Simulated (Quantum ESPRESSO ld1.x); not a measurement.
**Atomic calculation for Zr**

A free Zr atom in the configuration [Kr] 4d2 5s2 (high spin). Computed at this level: non-relativistic Kohn-Sham, LDA (Slater exchange, Perdew-Zunger correlation), spin-polarised, spherical densities, point nucleus, Latter tail correction (Quantum ESPRESSO ld1.x 7.5).

Results in brief:

| quantity | value |
| --- | --- |
| outcome | converged |
| total energy | −3536.7793 hartree |
| kinetic energy | 3533.9676 hartree |
| electron–nucleus energy | −8425.6293 hartree |
| Hartree energy | 1463.0510 hartree |
| exchange–correlation energy | −108.168689 hartree |
| radius at density 0.001 e/bohr³ | 5.21 bohr |
| SCF iterations | 42 |
| hardware | 1 CPU thread, shared host |
| wall time | 1.4 s |

Remarks:

Relativity is left out, which matters for an atom this heavy.

Input:
```
 &input
    zed=40.0,
    iswitch=1,
    rel=0,
    lsd=1,
    dft='PZ',
    config='[Kr] 4d2 5s2',
    latt=1,
    prefix='ld1',
    max_out_wfc=37,
    file_charge='ld1.rho',
 /
```

The program's output:
```
     Program LD1 v.7.5 starts

     --------------------------- All-electron run ----------------------------

     atomic number is 40.00
     dft =PZ   lsd =1 sic =0 latt =1  beta=0.20 tr2=1.0E-14
     Exchange-correlation= PZ
                           (   1   1   0   0   0   0   0)
     mesh =1913 r(mesh) = 100.19523 a.u. xmin = -7.00 dx = 0.00800
     1 Ry =  13.60569312 eV

     n l     nl                  e(Ry)          e(Ha)          e(eV)
     1 0     1S 1( 1.00)     -1278.6477      -639.3239    -17396.8884
     2 0     2S 1( 1.00)      -174.5411       -87.2705     -2374.7525
     2 1     2P 1( 3.00)      -160.0859       -80.0429     -2178.0793
     3 0     3S 1( 1.00)       -28.5251       -14.2625      -388.1034
     3 1     3P 1( 3.00)       -23.0934       -11.5467      -314.2018
     4 0     4S 1( 1.00)        -3.9271        -1.9635       -53.4307
     4 1     4P 1( 3.00)        -2.4644        -1.2322       -33.5301
     3 2     3D 1( 5.00)       -13.1554        -6.5777      -178.9880
     4 2     4D 1( 2.00)        -0.3896        -0.1948        -5.3002
     5 0     5S 1( 1.00)        -0.4067        -0.2034        -5.5341
     1 0     1S 2( 1.00)     -1278.6478      -639.3239    -17396.8889
     2 0     2S 2( 1.00)      -174.5300       -87.2650     -2374.6011
     2 1     2P 2( 3.00)      -160.0775       -80.0387     -2177.9650
     3 0     3S 2( 1.00)       -28.5172       -14.2586      -387.9966
     3 1     3P 2( 3.00)       -23.0848       -11.5424      -314.0848
     4 0     4S 2( 1.00)        -3.8610        -1.9305       -52.5316
     4 1     4P 2( 3.00)        -2.3922        -1.1961       -32.5469
     3 2     3D 2( 5.00)       -13.1437        -6.5718      -178.8289
     4 2     4D 2( 0.00)        -0.3180        -0.1590        -4.3270
     5 0     5S 2( 1.00)        -0.3754        -0.1877        -5.1078

     final scf error:  8.8E-15 reached in  42 iterations

     Etot =   -7073.558619 Ry,   -3536.779309 Ha,  -96240.667854 eV
     Total magnetization:    2.00 Bohr mag.

     Ekin =    7067.935288 Ry,    3533.967644 Ha,   96164.158541 eV
     Encl =  -16851.258602 Ry,   -8425.629301 Ha, -229273.053275 eV
     Eh   =    2926.102074 Ry,    1463.051037 Ha,   39811.646859 eV
     Exc  =    -216.337378 Ry,    -108.168689 Ha,   -2943.419980 eV

     normalization and overlap integrals

     s(1S/1S) =  1.000000  <r> =   0.0382  <r2> =    0.0020  r(max) =   0.0252
     s(1S/2S) = -0.000000
     s(1S/3S) =  0.000000
     s(1S/4S) =  0.000000
     s(1S/5S) =  0.000000
     s(2S/2S) =  1.000000  <r> =   0.1676  <r2> =    0.0330  r(max) =   0.1419
     s(2S/3S) = -0.000000
     s(2S/4S) = -0.000000
     s(2S/5S) = -0.000000
     s(2P/2P) =  1.000000  <r> =   0.1438  <r2> =    0.0252  r(max) =   0.1116
     s(2P/3P) = -0.000000
     s(2P/4P) =  0.000000
     s(3S/3S) =  1.000000  <r> =   0.4711  <r2> =    0.2543  r(max) =   0.4177
     s(3S/4S) =  0.000000
     s(3S/5S) =  0.000000
     s(3P/3P) =  1.000000  <r> =   0.4678  <r2> =    0.2549  r(max) =   0.4078
     s(3P/4P) = -0.000000
     s(4S/4S) =  1.000000  <r> =   1.2403  <r2> =    1.7463  r(max) =   1.0998
     s(4S/5S) =  0.000000
     s(4P/4P) =  1.000000  <r> =   1.3789  <r2> =    2.1844  r(max) =   1.1914
     s(3D/3D) =  1.000000  <r> =   0.4518  <r2> =    0.2468  r(max) =   0.3475
     s(3D/4D) = -0.000000
     s(4D/4D) =  1.000000  <r> =   2.2394  <r2> =    6.3236  r(max) =   1.5890
     s(5S/5S) =  1.000000  <r> =   3.9710  <r2> =   18.2729  r(max) =   3.1871
     s(1S/1S) =  1.000000  <r> =   0.0382  <r2> =    0.0020  r(max) =   0.0252
     s(1S/2S) = -0.000000
     s(1S/3S) =  0.000000
     s(1S/4S) =  0.000000
     s(1S/5S) =  0.000000
     s(2S/2S) =  1.000000  <r> =   0.1676  <r2> =    0.0330  r(max) =   0.1419
     s(2S/3S) = -0.000000
     s(2S/4S) =  0.000000
     s(2S/5S) = -0.000000
     s(2P/2P) =  1.000000  <r> =   0.1438  <r2> =    0.0252  r(max) =   0.1116
     s(2P/3P) = -0.000000
     s(2P/4P) =  0.000000
     s(3S/3S) =  1.000000  <r> =   0.4710  <r2> =    0.2542  r(max) =   0.4177
     s(3S/4S) =  0.000000
     s(3S/5S) = -0.000000
     s(3P/3P) =  1.000000  <r> =   0.4677  <r2> =    0.2548  r(max) =   0.4078
     s(3P/4P) =  0.000000
     s(4S/4S) =  1.000000  <r> =   1.2367  <r2> =    1.7364  r(max) =   1.0998
     s(4S/5S) =  0.000000
     s(4P/4P) =  1.000000  <r> =   1.3746  <r2> =    2.1718  r(max) =   1.1819
     s(3D/3D) =  1.000000  <r> =   0.4516  <r2> =    0.2465  r(max) =   0.3475
     s(3D/4D) = -0.000000
     s(4D/4D) =  1.000000  <r> =   2.3749  <r2> =    7.3510  r(max) =   1.5764
     s(5S/5S) =  1.000000  <r> =   4.1960  <r2> =   20.4402  r(max) =   3.3438

     ------------------------ End of All-electron run ------------------------
```

Orbitals:

```tsv
orbital	occupation	energy (eV)	⟨r⟩ (bohr)	outer maximum (bohr)
1s down	1	−17396.9	0.03819	0.0252
1s up	1	−17396.9	0.03819	0.0252
2s up	1	−2374.8	0.1676	0.142
2s down	1	−2374.6	0.1676	0.142
2p up	3	−2178.1	0.1438	0.112
2p down	3	−2178.0	0.1438	0.112
3s up	1	−388.103	0.4711	0.418
3s down	1	−387.997	0.4710	0.418
3p up	3	−314.202	0.4678	0.408
3p down	3	−314.085	0.4677	0.408
3d up	5	−178.988	0.4518	0.347
3d down	5	−178.829	0.4516	0.347
4s up	1	−53.431	1.240	1.10
4s down	1	−52.532	1.237	1.10
4p up	3	−33.530	1.379	1.19
4p down	3	−32.547	1.375	1.18
5s up	1	−5.534	3.971	3.19
4d up	2	−5.300	2.239	1.59
5s down	1	−5.108	4.196	3.34
4d down	0	−4.327	2.375	1.58
```

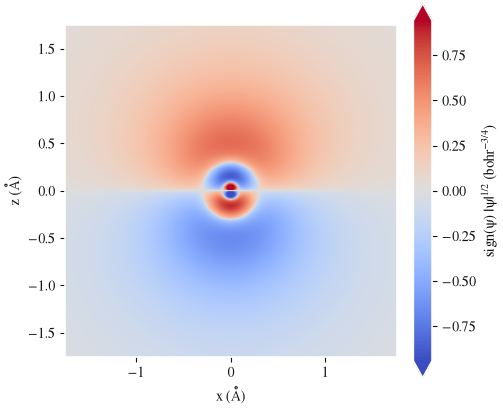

**Figure 1.** One occupied orbital of up spin is shown. In the xz plane through the nucleus, the colour gives the signed square root of ψ. (1 bohr = 0.529 Å.) The radial function comes from the spherical calculation and is multiplied by a real spherical harmonic; the overall sign is chosen so that the largest lobe of P(r) is positive. It is 4p(z) of up spin. It has the nodal plane xy and 2 radial nodes, at r = 0.173 and 0.571 bohr. The outermost maximum of P² lies at 1.19 bohr, ⟨r⟩ = 1.38 bohr, 90 % of the charge lies within 2.05 bohr, and the eigenvalue is −33.5 eV, with 3 electrons in the shell for this spin.

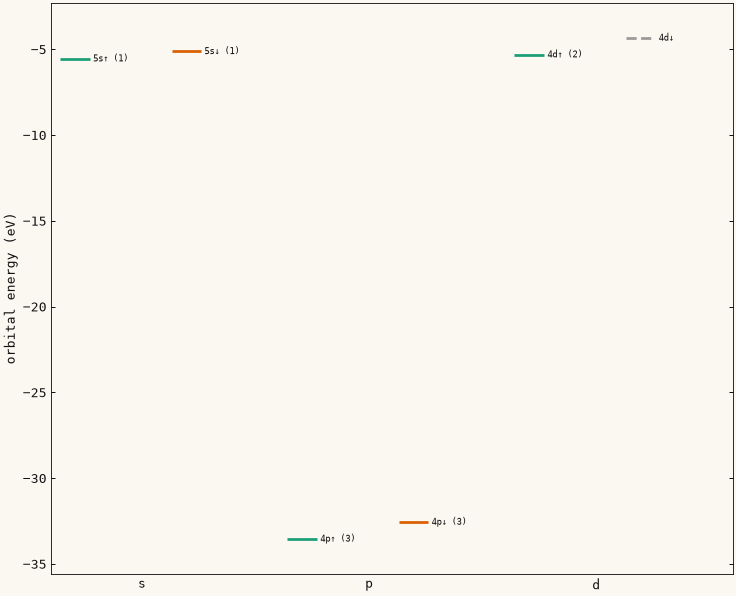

**Figure 2.** The outer levels are drawn by angular momentum (occupations in brackets, up spins at the left of each column and down spins at the right, empty levels dashed). The highest occupied level is 5s down at −5.11 eV. From the top down the occupied levels run 5s down (−5.11 eV), 4d up (−5.30 eV), 5s up (−5.53 eV), 4p down (−32.5 eV), 4p up (−33.5 eV). The lowest empty level drawn is 4d down at −4.33 eV. The largest exchange splitting (down less up) among the shells drawn in both spins is that of 4p, 0.983 eV. The open 4d shell lies under a filled one.

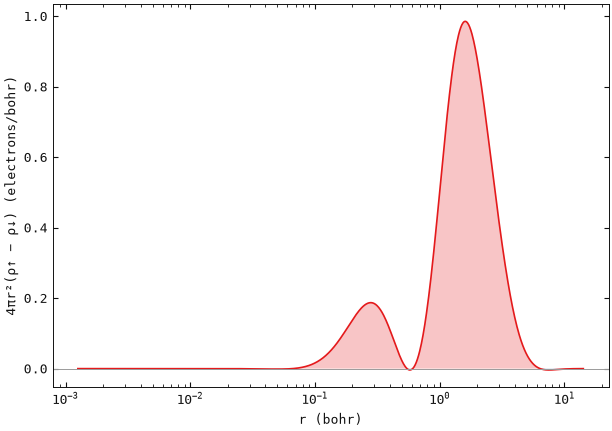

**Figure 3.** The radial spin density. The curve integrates to 2 unpaired electrons, held by 4d (+2). Its largest value, 0.985 electrons/bohr, lies near r = 1.6 bohr. Regions of the opposite sign hold 0.011 electrons in all, from the polarisation of filled shells.
